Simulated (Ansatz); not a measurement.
**One shape, several levels: AlH (SMILES [AlH])**

Aim: a comparison of 5 runs (UHF/cc-pVTZ, SVWN5/3-21G, r2SCAN/cc-pVTZ, MP2/3-21G, MP2/cc-pVTZ) of AlH. 

The results are computed with Ansatz 0.2.0.

53 further runs of the same task are left out: 53 set aside as unsound or not needed.

## 1. The system as given

AlH: 2 atoms, total charge 0, spin state singlet. SMILES: `[AlH]`. The H2–Al1 distance was set to 4.034 Å, away from the relaxed value.

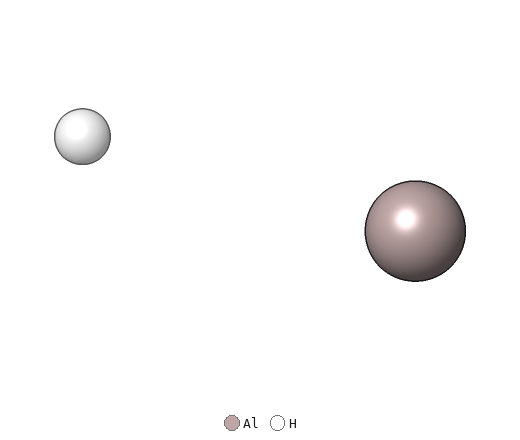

The structure, seen from a chosen angle (aluminium light grey, hydrogen white).

## 2. A single-point energy at UHF/cc-pVTZ (run 1)

Input file job.yaml:

```yaml
crystal:
  periodic: [false, false, false]
  atoms:
    - {symbol: Al, position_ang: [0.000000, 0.000000, -2.420230]}
    - {symbol: H, position_ang: [0.000000, 0.000000, 1.613470]}
basis:
  gaussian: {orbitals: cc-pVTZ}
magnetization: {spin_polarized: true}
hamiltonian: {xc: hf}
accuracy: high
```

On the command line:

```console
$ ansatz run job.yaml --threads 1 --pin off --max-ram 2610MiB --events-out events.jsonl --progress --plain --runs-dir runs
```

The log of the run:

```text
Warning: RAYON_NUM_THREADS=1 ignored (pool sized by the plan → 1); use --threads N
Functional definition: HF
  name "HF"
  exchange = exact_x
  correlation = 0
534 factors; integrals over basis functions are off by at most 2.9e-9 eV
mean field evaluation 1: about -6592.1371 eV, gradient 7.4e0 eV
mean field evaluation 2: about -6592.1373 eV, gradient 7.4e0 eV
mean field evaluation 4: about -6593.6238 eV, gradient 7.1e-1 eV
mean field evaluation 8: about -6593.6343 eV, gradient 1.8e-3 eV
mean field evaluation 16: about -6593.9491 eV, gradient 2.0e0 eV
mean field evaluation 32: about -6595.4768 eV, gradient 1.4e-1 eV
mean field evaluation 64: about -6587.2515 eV, gradient 1.4e1 eV
mean field evaluation 96: about -6595.4614 eV, gradient 7.7e-3 eV
mean field evaluation 128: about -6593.6343 eV, gradient 4.3e-5 eV
mean field -6595.49002830 eV, -242.3797879564 hartree, gradient 3.5e-9 eV, S^2 0.991658; 5 other end points of the search recorded, 0 dependent functions left out
reference -6595.49002830 eV, -242.3797879564 hartree; 7, 7 occupied and 41, 41 virtual orbitals, 534 factors
Total energy: -6595.49002830 eV, -242.3797879564 hartree
```

It took 1.1 s on 1 thread of Intel Xeon Platinum 8259CL at 2.50GHz (Skylake/Cascade Lake), shared host.

## 3. A single-point energy at SVWN5/3-21G (run 2)

Input file molecule.yaml:

```yaml
crystal:
  periodic: [false, false, false]
  atoms:
    - {symbol: Al, position_ang: [0.000000, 0.000000, -2.420230]}
    - {symbol: H, position_ang: [0.000000, 0.000000, 1.613470]}
basis:
  gaussian:
    orbitals: 3-21G.json
magnetization:
  spin_polarized: false
hamiltonian:
  xc: {name: SVWN5}
accuracy: high
```

The basis set 3-21G is read from a file made from the Basis Set Exchange's data (not shown).

On the command line:

```console
$ ansatz run molecule.yaml --threads 1 --pin off --max-ram 2610MiB --events-out events.jsonl --progress --plain --runs-dir runs
```

The log of the run:

```text
Warning: RAYON_NUM_THREADS=1 ignored (pool sized by the plan → 1); use --threads N
Functional definition: SVWN5
  name "SVWN5"
  exchange = slater_x
  correlation = vwn5_c
270 factors; integrals over basis functions are off by at most 4.6e-9 eV
mean field evaluation 1: about -6538.3163 eV, gradient 1.7e1 eV
mean field evaluation 2: about -6529.0665 eV, gradient 1.9e1 eV
mean field evaluation 4: about -6541.3041 eV, gradient 1.1e1 eV
mean field evaluation 8: about -6542.4886 eV, gradient 5.6e0 eV
mean field evaluation 16: about -6542.6987 eV, gradient 1.2e-8 eV
mean field -6542.69872510 eV, -240.4397433469 hartree, gradient 4.7e-8 eV, S^2 0.000000; 1 other end points of the search recorded, 0 dependent functions left out
reference -6542.69872735 eV, -240.4397434297 hartree; 7, 7 occupied and 8, 8 virtual orbitals, 270 factors
Total energy: -6542.69872735 eV, -240.4397434297 hartree
```

Run time: 0.48 s. Hardware: 1 thread of Intel Xeon Platinum 8259CL at 2.50GHz (Skylake/Cascade Lake), shared host.

Runs 3 to 4 aren't shown in full; the table further down has their settings and results.

## 4. A single-point energy at MP2/cc-pVTZ (run 5)

Input file molecule.yaml:

```yaml
crystal:
  periodic: [false, false, false]
  atoms:
    - {symbol: Al, position_ang: [0.000000, 0.000000, -2.420230]}
    - {symbol: H, position_ang: [0.000000, 0.000000, 1.613470]}
basis:
  gaussian: {orbitals: cc-pVTZ}
correlation: {method: mp2, frozen_orbitals: {Al: 5, H: 0}}
accuracy: high
```

On the command line:

```console
$ ansatz run molecule.yaml --threads 1 --pin off --max-ram 2610MiB --events-out events.jsonl --progress --plain --runs-dir runs
```

The log of the run, shortened:

```text
Warning: RAYON_NUM_THREADS=1 ignored (pool sized by the plan → 1); use --threads N
[... 2 set-up lines as earlier in the session ...]
[...]
534 factors; integrals over basis functions are off by at most 2.9e-9 eV
[...]
mean field -6593.63430012 eV, -242.3115912034 hartree, gradient 2.1e-8 eV, S^2 0.000000; 0 other end points of the search recorded, 0 dependent functions left out; unrestricted orbitals would lower it
unrestricted determinant -6595.49002830 eV, -242.3797879564 hartree, S^2 0.9917
5 core orbitals not correlated: weight in the atoms' cores, before any rotation towards them, 1.000 or more for the frozen orbitals, at most 0.000 for the correlated occupied ones
reference -6593.63430012 eV, -242.3115912034 hartree; 2, 2 occupied and 41, 41 virtual orbitals, 534 factors
second order -1.89978230 eV of doubles, -0.00000000 eV of singles
Total energy: -6595.53408242 eV, -242.3814069154 hartree
```

Wall time 0.54 s (1 thread of Intel Xeon Platinum 8259CL at 2.50GHz (Skylake/Cascade Lake), shared host).

## 5. Overview of the runs

| run | level | frozen core orbitals | energy (Eh) | wall time |
| --- | --- | --- | --- | --- |
| 1 | UHF/cc-pVTZ | – | -242.379788 | 1.1 s |
| 2 | SVWN5/3-21G | – | -240.439743 | 0.48 s |
| 3 | r2SCAN/cc-pVTZ | – | -242.821302 | 2.1 s |
| 4 | MP2/3-21G | 5 | -241.022714 | 0.28 s |
| 5 | MP2/cc-pVTZ | 5 | -242.381407 | 0.54 s |

## 6. Outcome

```
                                          quantity          value
                               run 5: total energy  -242.38141 Eh
run 5: correlation energy (5 core orbitals frozen)      -69.8 mEh
```

**Reading.** Totals of different functionals can't be ranked against each other. In runs 4, 5 the log says that unrestricted orbitals would lower the reference, so the values rest on an unstable closed-shell determinant (other closed-shell runs at this shape may share the fault). Spin contamination of the reference: run 1 ⟨S²⟩ = 0.99. Where it is this large, the reference is a mixture of spin states, and values that rest on it are in doubt. All runs together took 4.6 s, the longest 2.1 s.
